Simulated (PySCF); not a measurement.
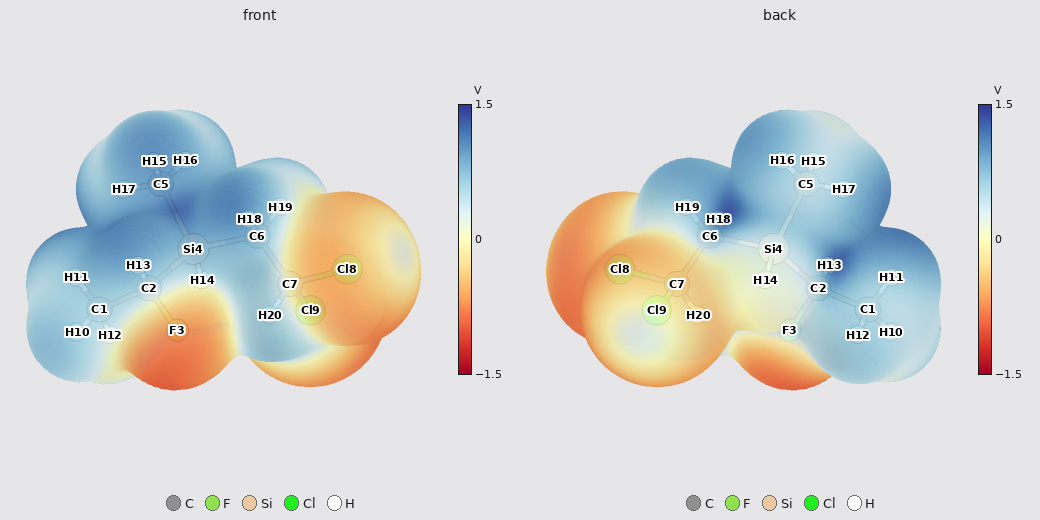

The picture shows: C5H11Cl2FSi. The molecular electrostatic potential painted on the density surface at 0.002 e/bohr³, seen from the front and from behind; the colour scale runs from red (negative) to blue (positive).

Geometry: GFN2-xTB.

Computed with PBE0/pcSseg-1, SCF density, gas phase, non-relativistic in PySCF.

```json
{"atom": "C", "x (Å)": "-2.6612", "y (Å)": "-0.3952", "z (Å)": "0.0945"}
{"atom": "C", "x (Å)": "-1.2530", "y (Å)": "-0.3789", "z (Å)": "0.6625"}
{"atom": "F", "x (Å)": "-0.8961", "y (Å)": "-1.6886", "z (Å)": "0.9952"}
{"atom": "Si", "x (Å)": "0.0812", "y (Å)": "0.3232", "z (Å)": "-0.5482"}
{"atom": "C", "x (Å)": "-0.1582", "y (Å)": "2.2021", "z (Å)": "-0.6834"}
{"atom": "C", "x (Å)": "1.7916", "y (Å)": "-0.0080", "z (Å)": "0.2499"}
{"atom": "C", "x (Å)": "2.1739", "y (Å)": "-1.4642", "z (Å)": "0.2608"}
{"atom": "Cl", "x (Å)": "3.7360", "y (Å)": "-1.7075", "z (Å)": "1.1024"}
{"atom": "Cl", "x (Å)": "2.3313", "y (Å)": "-2.0828", "z (Å)": "-1.3945"}
{"atom": "H", "x (Å)": "-3.3583", "y (Å)": "-0.8291", "z (Å)": "0.8086"}
{"atom": "H", "x (Å)": "-2.9694", "y (Å)": "0.6211", "z (Å)": "-0.1304"}
{"atom": "H", "x (Å)": "-2.6910", "y (Å)": "-0.9837", "z (Å)": "-0.8185"}
{"atom": "H", "x (Å)": "-1.2505", "y (Å)": "0.1552", "z (Å)": "1.6215"}
{"atom": "H", "x (Å)": "-0.0620", "y (Å)": "-0.3390", "z (Å)": "-1.8465"}
{"atom": "H", "x (Å)": "-0.0731", "y (Å)": "2.6951", "z (Å)": "0.2809"}
{"atom": "H", "x (Å)": "0.5870", "y (Å)": "2.6380", "z (Å)": "-1.3403"}
{"atom": "H", "x (Å)": "-1.1327", "y (Å)": "2.4474", "z (Å)": "-1.0924"}
{"atom": "H", "x (Å)": "1.7934", "y (Å)": "0.3445", "z (Å)": "1.2832"}
{"atom": "H", "x (Å)": "2.5605", "y (Å)": "0.5551", "z (Å)": "-0.2792"}
{"atom": "H", "x (Å)": "1.4454", "y (Å)": "-2.0938", "z (Å)": "0.7709"}
```

Where is the surface potential most negative and most positive?

The most negative region (about −0.9 V) lies over F3, the most positive (about +1.2 V) over Si4. Cl8 shows a σ-hole: about +0.2 V at the tip opposite its bond, against about −0.6 V on its flanks. Cl9 shows a σ-hole: about +0.3 V at the tip opposite its bond, against about −0.5 V on its flanks.

What dipole moment does the calculation give?

Its dipole moment is 4.21 D.
